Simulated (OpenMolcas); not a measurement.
# One shape, several levels: Si2H4OF2 (SMILES O[SiH](F)[SiH2]F)

We compute a comparison of 6 runs (HF/def2-SVP, B3LYP/6-31G*, BHLYP/def2-SVP, M06-L/def2-SVP, revPBE/def2-SVP) of Si2H4OF2. 

Program for the calculation: OpenMolcas 26.06.

1 further run of the same task is left out (set aside as unsound or not needed).

### Step 1. Starting point

Si2H4OF2 has 9 atoms, charge 0, and is taken as a singlet. SMILES: `O[SiH](F)[SiH2]F`. One bond was lengthened or shortened from a relaxed shape.

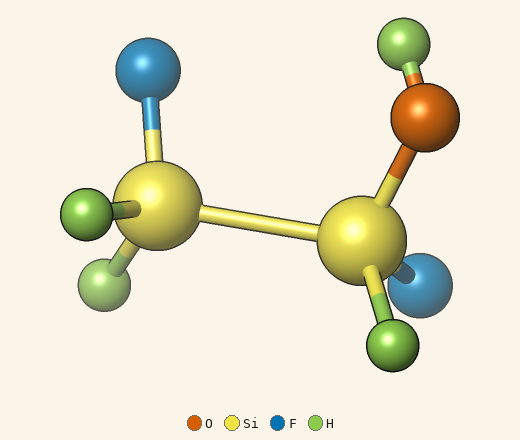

Viewed from a chosen angle; oxygen orange, silicon yellow, fluorine blue, hydrogen green.

### Step 2. The energy at HF/def2-SVP (run 1)

Contents of run.inp:

```
>>> EXPORT MOLCAS_PRINT=2

&GATEWAY
  BasLib
  $CurrDir
  Coord
  9
  angstrom
  O        0.647016       1.811956      -0.576037
  Si       0.772116       0.183056      -0.544137
  F        0.789416      -0.414444      -2.029537
  Si      -1.091284      -0.727144       0.577263
  F       -2.331184       0.247856       0.242763
  H       -0.211484       2.200156      -0.756137
  H        2.284600      -0.163900       0.153800
  H       -1.450284      -2.098644       0.135563
  H       -0.898784      -0.723044       2.051263
  Basis
  def2-SVP
  Group
  NoSym

&SEWARD

&SCF
  Thresholds
  1e-10 1e-07 1e-07 1e-05
  PrOrbitals
  1 1
```

The basis set def2-SVP is read from a file made from the Basis Set Exchange's data (not shown).

Run with:

```
$ export MOLCAS_MEM=1860
$ pymolcas run.inp > run.log
```

What it wrote:

```text
--- Start Module: gateway ---
[...]
--- Stop Module: gateway /rc=_RC_ALL_IS_WELL_ ---
--- Start Module: seward ---
[...]
      Basis functions           98
--- Stop Module: seward /rc=_RC_ALL_IS_WELL_ ---
[...]
--- Start Module: scf ---
[...]
       Convergence after  13 Iterations
[...]
::    Total SCF energy                               -853.6692817209
[...]
      Total spin, S                                     0.0000000000
[...]
      Total electronic charge=   58.000000
      Total            charge=   -0.000000
[...]
      Dipole Moment (debye):
      Origin of the operator (angstrom)=   -0.2470    0.0860   -0.3565
                   X= -6.0171E-01               Y= -4.5979E-01               Z=  1.1847E+00           Total=  1.4061E+00
      Quadrupole Moment (debye*angstrom):
[...]
--- Stop Module: scf /rc=_RC_ALL_IS_WELL_ ---
[...]
```

Run time: 6.3 s. Hardware: 1 thread of Intel Xeon 6975P-C (Granite Rapids), shared host; peak memory 0.55 GiB.

### Step 3. A single-point energy at B3LYP/6-31G(d) (spherical functions) (run 2)

Contents of mol.inp:

```
&GATEWAY
BasLib = $CurrDir
BasisSet
O.6-31Gs....
O1 0.647016 1.811956 -0.576037 angstrom
End of Basis
BasisSet
Si.6-31Gs....
Si2 0.772116 0.183056 -0.544137 angstrom
Si4 -1.091284 -0.727144 0.577263 angstrom
End of Basis
BasisSet
F.6-31Gs....
F3 0.789416 -0.414444 -2.029537 angstrom
F5 -2.331184 0.247856 0.242763 angstrom
End of Basis
BasisSet
H.6-31Gs....
H6 -0.211484 2.200156 -0.756137 angstrom
H7 2.284600 -0.163900 0.153800 angstrom
H8 -1.450284 -2.098644 0.135563 angstrom
H9 -0.898784 -0.723044 2.051263 angstrom
End of Basis
&SEWARD
GridInput
Grid=UltraFine
End of Grid
&SCF
KSDFT = B3LYP
Thresholds = 1e-10 1e-07 1e-07 1e-05
PrOrbitals = 1
```

The basis set 6-31G* is read from a file made from the Basis Set Exchange's data (not shown).

Run with:

```
$ export MOLCAS_MEM=1860
$ pymolcas mol.inp > mol.log
```

What it wrote:

```text
--- Start Module: gateway ---
[...]
--- Stop Module: gateway /rc=_RC_ALL_IS_WELL_ ---
--- Start Module: seward ---
[...]
      Basis functions           86
--- Stop Module: seward /rc=_RC_ALL_IS_WELL_ ---
[...]
--- Start Module: scf ---
[...]
       Convergence after  14 Iterations
[...]
::    Total KS-DFT energy                            -856.4256489092
[...]
      Total spin, S                                     0.0000000000
[...]
      Total electronic charge=   58.000000
      Total            charge=   -0.000000
[...]
      Dipole Moment (debye):
      Origin of the operator (angstrom)=   -0.2470    0.0860   -0.3565
                   X= -7.6570E-01               Y= -2.0877E-01               Z=  8.4387E-01           Total=  1.1584E+00
      Quadrupole Moment (debye*angstrom):
[...]
--- Stop Module: scf /rc=_RC_ALL_IS_WELL_ ---
[...]
```

Run time: 16 s. Hardware: 1 thread of Intel Xeon 6975P-C (Granite Rapids), shared host; peak memory 0.47 GiB.

Runs 3 to 4 aren't shown in full; the table further down has their settings and results.

### Step 4. The energy at M06-L/def2-SVP (run 5)

Contents of calc.inp:

```
* F2H4OSi2 Kohn-Sham DFT

&gateway
 baslib
 $CurrDir
 basisset
 O.def2-SVP....
 O1 0.647016 1.811956 -0.576037 angstrom
 End of Basis
 basisset
 Si.def2-SVP....
 Si2 0.772116 0.183056 -0.544137 angstrom
 Si4 -1.091284 -0.727144 0.577263 angstrom
 End of Basis
 basisset
 F.def2-SVP....
 F3 0.789416 -0.414444 -2.029537 angstrom
 F5 -2.331184 0.247856 0.242763 angstrom
 End of Basis
 basisset
 H.def2-SVP....
 H6 -0.211484 2.200156 -0.756137 angstrom
 H7 2.284600 -0.163900 0.153800 angstrom
 H8 -1.450284 -2.098644 0.135563 angstrom
 H9 -0.898784 -0.723044 2.051263 angstrom
 End of Basis

&seward
 gridinput
 Grid=UltraFine
 End of Grid

&scf
 ksdft
 M06L
 thresholds
 1e-10 1e-07 1e-07 1e-05
 prorbitals
 1
```

The basis set def2-SVP is read from a file made from the Basis Set Exchange's data (not shown).

Run with:

```
$ export MOLCAS_MEM=1860
$ pymolcas calc.inp > calc.log
```

What it wrote:

```text
--- Start Module: gateway ---
[...]
--- Stop Module: gateway /rc=_RC_ALL_IS_WELL_ ---
--- Start Module: seward ---
[...]
      Basis functions           98
--- Stop Module: seward /rc=_RC_ALL_IS_WELL_ ---
[...]
--- Start Module: scf ---
[...]
       Convergence after  14 Iterations
[...]
::    Total KS-DFT energy                            -855.9946531830
[...]
      Total spin, S                                     0.0000000000
[...]
      Total electronic charge=   58.000000
      Total            charge=   -0.000000
[...]
      Dipole Moment (debye):
      Origin of the operator (angstrom)=   -0.2470    0.0860   -0.3565
                   X= -6.8260E-01               Y= -1.0905E-01               Z=  8.4361E-01           Total=  1.0907E+00
      Quadrupole Moment (debye*angstrom):
[...]
--- Stop Module: scf /rc=_RC_ALL_IS_WELL_ ---
[...]
```

It took 24 s on 1 thread of Intel Xeon 6975P-C (Granite Rapids), shared host; peak memory 0.55 GiB.

### Step 5. A single-point energy at revPBE/def2-SVP (run 6)

Contents of job.input:

```
* F2H4OSi2 Kohn-Sham DFT
&GATEWAY
BASLIB
$CurrDir
COORD
9
angstrom
O        0.647016       1.811956      -0.576037
Si       0.772116       0.183056      -0.544137
F        0.789416      -0.414444      -2.029537
Si      -1.091284      -0.727144       0.577263
F       -2.331184       0.247856       0.242763
H       -0.211484       2.200156      -0.756137
H        2.284600      -0.163900       0.153800
H       -1.450284      -2.098644       0.135563
H       -0.898784      -0.723044       2.051263
BASIS
def2-SVP
GROUP
NoSym
&SEWARD
GRIDINPUT
Grid=UltraFine
End of Grid
&SCF
KSDFT
revPBE
THRESHOLDS
1e-10 1e-07 1e-07 1e-05
PRORBITALS
1 1
```

The basis set def2-SVP is read from a file made from the Basis Set Exchange's data (not shown).

Run with:

```
$ export MOLCAS_MEM=1860
$ pymolcas job.input > job.log
```

What it wrote:

```text
--- Start Module: gateway ---
[...]
--- Stop Module: gateway /rc=_RC_ALL_IS_WELL_ ---
--- Start Module: seward ---
[...]
      Basis functions           98
--- Stop Module: seward /rc=_RC_ALL_IS_WELL_ ---
[...]
--- Start Module: scf ---
[...]
       Convergence after  16 Iterations
[...]
::    Total KS-DFT energy                            -855.8108540585
[...]
      Total spin, S                                     0.0000000000
[...]
      Total electronic charge=   58.000000
      Total            charge=   -0.000000
[...]
      Dipole Moment (debye):
      Origin of the operator (angstrom)=   -0.2470    0.0860   -0.3565
                   X= -7.1271E-01               Y=  6.6651E-02               Z=  6.6835E-01           Total=  9.7933E-01
      Quadrupole Moment (debye*angstrom):
[...]
--- Stop Module: scf /rc=_RC_ALL_IS_WELL_ ---
[...]
```

It took 20 s on 1 thread of Intel Xeon 6975P-C (Granite Rapids), shared host; peak memory 0.55 GiB.

### Step 6. The series

| run | level | integration grid | Cartesian functions | energy (Eh) | dipole moment (D) | HOMO energy (eV) | LUMO energy (eV) | wall time |
| --- | --- | --- | --- | --- | --- | --- | --- | --- |
| 1 | HF/def2-SVP | – | no | -853.669282 | 1.41 | -11.28 | 2.52 | 6.3 s |
| 2 | B3LYP/6-31G* (spherical functions) | UltraFine | no | -856.425649 | 1.16 | -7.81 | -0.95 | 16 s |
| 3 | B3LYP/6-31G* (Cartesian functions) | UltraFine | yes | -856.432935 | 1.16 | -7.81 | -0.99 | 17 s |
| 4 | BHLYP/def2-SVP | UltraFine | no | -855.923862 | 1.24 | -9.36 | 0.13 | 18 s |
| 5 | M06-L/def2-SVP | UltraFine | no | -855.994653 | 1.09 | -7.13 | -1.35 | 24 s |
| 6 | revPBE/def2-SVP | UltraFine | no | -855.810854 | 0.98 | -6.74 | -1.53 | 20 s |

### Step 7. Results

```
            quantity          value
 run 6: total energy  -855.81085 Eh
run 6: dipole moment         0.98 D
  run 6: HOMO energy       -6.74 eV
  run 6: LUMO energy       -1.53 eV
run 6: HOMO–LUMO gap        5.21 eV
```

The dipole moment (its size) runs from 0.98 D (revPBE/def2-SVP) to 1.41 D (HF/def2-SVP). The HOMO–LUMO gap runs from 5.21 eV (revPBE/def2-SVP) to 13.80 eV (HF/def2-SVP). Exact exchange widens orbital gaps. Totals of different functionals can't be ranked against each other. All runs together took 1.7 min, the longest 24 s.
